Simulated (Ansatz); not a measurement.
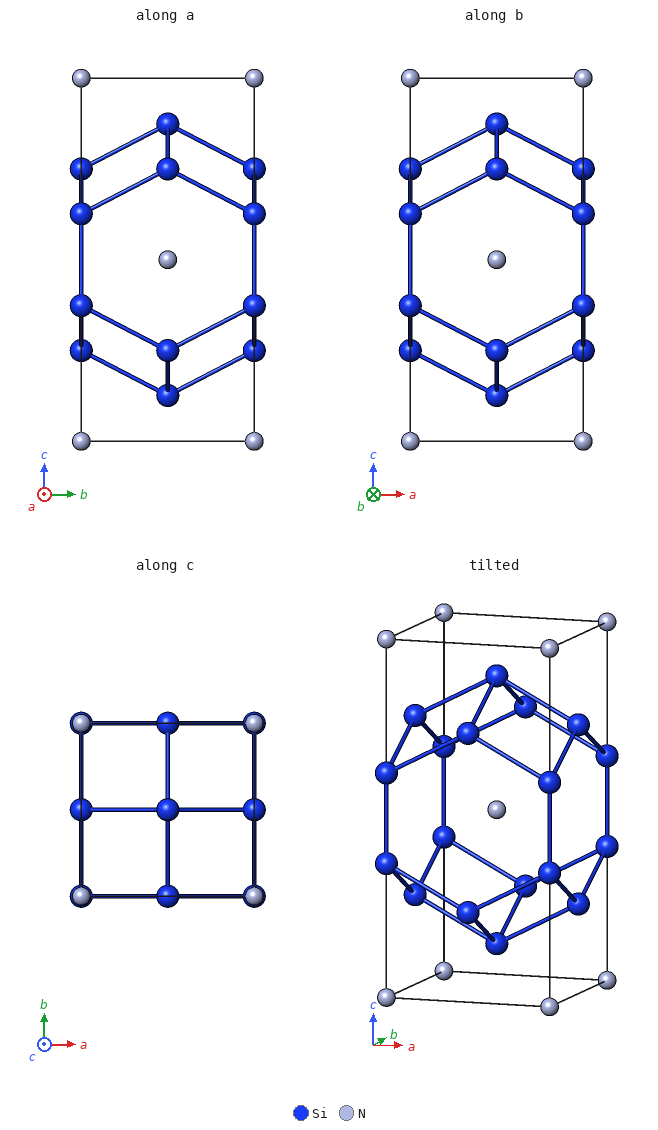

Crystal structure, ball-and-stick style, seen along the a axis, along the b axis, along the c axis and slightly off an axis. One conventional unit cell is framed, with atoms on its boundary repeated.

Lattice parameters: a = 4.300 Å, b = 4.300 Å, c = 9.029 Å, α = 90.00°, β = 90.00°, γ = 90.00°. Put a along x and b in the xy plane.

Q: Express the structure as a POSCAR file, with free fractional coordinates to two decimals.

A:
```
Si N
1.0
     4.300    0.000    0.000
     0.000    4.300    0.000
     0.000    0.000    9.029
Si N
8 2
Direct
  0.00 0.50 0.25
  0.50 0.00 0.25
  0.00 0.00 0.37
  0.50 0.50 0.13
  0.50 0.00 0.75
  0.00 0.50 0.75
  0.50 0.50 0.87
  0.00 0.00 0.63
  0.00 0.00 0.00
  0.50 0.50 0.50
```

It derives from a structure type filled with these elements by a generator (whether the compound takes this form wasn't checked). The structure drawn was relaxed with Ansatz, DFT PBE, scalar-relativistic, plane waves, PAW.
